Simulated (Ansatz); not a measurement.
**CCSDT(Q)/STO-3G run of GeH2 (SMILES [GeH2])**

What is the vertical ionisation energy of GeH2 at CCSDT(Q)/STO-3G? 

The calculation is run with Ansatz 0.2.0.

41 further runs of the same task are left out: 7 that didn't finish, 34 set aside as unsound or not needed.

## Step 1: The molecule

GeH2: 3 atoms, total charge 0, spin state singlet. As SMILES, `[GeH2]`. The shape is that of a PBE0-D4/def2-TZVP optimisation.

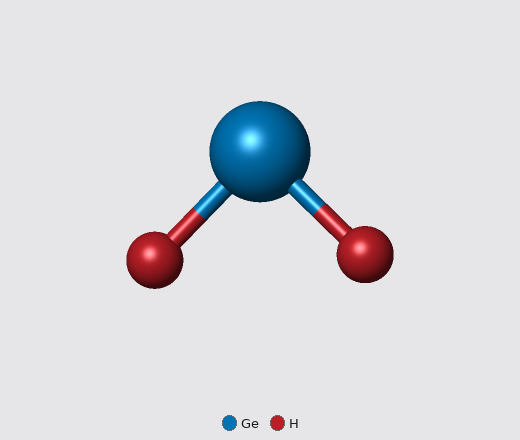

Viewed from a chosen angle; germanium blue, hydrogen red.

## Step 2: A single-point energy at CCSDT(Q)/STO-3G

in.yaml reads:

```yaml
crystal:
  periodic: [false, false, false]
  atoms:
    - symbol: Ge
      position_ang: [-0.570100, 0.405100, -0.263700]
    - symbol: H
      position_ang: [0.783000, 0.743600, 0.509000]
    - symbol: H
      position_ang: [-0.212900, -1.148700, -0.245300]
basis:
  gaussian:
    orbitals: STO-3G
total_charge: 0
correlation:
  method: ccsdt_q
  frozen_orbitals: {Ge: 9, H: 0}
accuracy: high
scf:
  omitted_lower_state_checks: [cluster_reference, increment]
```

Run with:

```console
$ ansatz run in.yaml --threads 1 --pin off --max-ram 2610MiB --events-out events.jsonl --progress --plain --runs-dir runs
```

Output (excerpt; [...] marks lines left out):

```text
Warning: RAYON_NUM_THREADS=1 ignored (pool sized by the plan → 1); use --threads N
Functional definition: HF
  name "HF"
[...]
235 factors; integrals over basis functions are off by at most 1.3e-8 eV
[...]
mean field -55860.10452744 eV, -2052.8209780446 hartree, gradient 1.5e-8 eV, S^2 0.000000; 0 other end points of the search recorded, 0 dependent functions left out; unrestricted orbitals would lower it
9 core orbitals not correlated: weight in the atoms' cores, before any rotation towards them, 1.000 or more for the frozen orbitals, at most 0.000 for the correlated occupied ones
reference -55860.10452744 eV, -2052.8209780446 hartree; 8, 8 occupied and 3, 3 virtual orbitals, 235 factors
second order -0.90856687 eV of doubles, -0.00000000 eV of singles
cycle   1  -1.21870331 eV  change   -3.1e-1 eV  update   5.8e-2
[...]
cycle  26  -1.43930260 eV  change   -1.0e-9 eV  update  6.3e-10
perturbative correction -0.00118128 eV, -0.0000434113 hartree
Total energy: -55861.54501132 eV, -2052.8739148508 hartree
Checks for a lower state left out: cluster_reference, increment
```

Run time: 0.73 s. Hardware: 1 thread of AMD EPYC 7R43 (Zen 3), shared host; peak memory 0.092 GiB.

## Step 3: The doublet cation, same level

input.yaml reads:

```yaml
crystal:
  periodic: [false, false, false]
  atoms:
    - symbol: Ge
      position_ang: [-0.570100, 0.405100, -0.263700]
    - symbol: H
      position_ang: [0.783000, 0.743600, 0.509000]
    - symbol: H
      position_ang: [-0.212900, -1.148700, -0.245300]
basis:
  gaussian:
    orbitals: STO-3G
total_charge: 1
magnetization:
  spin_polarized: true
  initial_magnetization: 1
correlation:
  method: ccsdt_q
  frozen_orbitals: {Ge: 9, H: 0}
accuracy: high
scf:
  omitted_lower_state_checks: [cluster_reference, increment]
```

Run with:

```console
$ ansatz run input.yaml --threads 1 --pin off --max-ram 2610MiB --events-out events.jsonl --progress --plain --runs-dir runs
```

Output (excerpt; [...] marks lines left out):

```text
Warning: RAYON_NUM_THREADS=1 ignored (pool sized by the plan → 1); use --threads N
Functional definition: HF
  name "HF"
[...]
235 factors; integrals over basis functions are off by at most 1.3e-8 eV
[...]
mean field -55854.10687453 eV, -2052.6005683655 hartree, gradient 1.8e-8 eV, S^2 0.753227; 0 other end points of the search recorded, 0 dependent functions left out
9 core orbitals not correlated: weight in the atoms' cores, before any rotation towards them, 1.000 or more for the frozen orbitals, at most 0.000 for the correlated occupied ones
reference -55854.10687453 eV, -2052.6005683655 hartree; 8, 7 occupied and 3, 4 virtual orbitals, 235 factors
second order -0.77303914 eV of doubles, -0.00000000 eV of singles
cycle   1  -1.05170002 eV  change   -2.8e-1 eV  update   5.2e-2
[...]
cycle  25  -1.26085076 eV  change   1.2e-10 eV  update  5.7e-10
perturbative correction -0.00015522 eV, -0.0000057043 hartree
Total energy: -55855.36788050 eV, -2052.6469094804 hartree
Checks for a lower state left out: cluster_reference, increment
```

Wall time 4.2 s (1 thread of AMD EPYC 7R43 (Zen 3), shared host); peak memory 0.16 GiB.

## Step 4: Outcome

At CCSDT(Q)/STO-3G, 9 core orbitals frozen:

```
                                                   quantity           value
                                 singlet GeH2: total energy  -2052.87391 Eh
  singlet GeH2: correlation energy (9 core orbitals frozen)       -52.9 mEh
                                singlet GeH2: T1 diagnostic           0.006
                               doublet cation: total energy  -2052.64691 Eh
doublet cation: correlation energy (9 core orbitals frozen)       -46.3 mEh
          doublet cation: ⟨S²⟩ of the reference determinant           0.753
                              doublet cation: T1 diagnostic           0.006
         vertical ionisation energy (to the doublet cation)        6.177 eV
```

Removing an electron at fixed nuclei costs 6.18 eV (142 kcal/mol). In a minimal basis such a difference can be off by several eV, whatever the method. The restricted solution (singlet GeH2) is unstable to spin breaking: an unrestricted one lies lower.
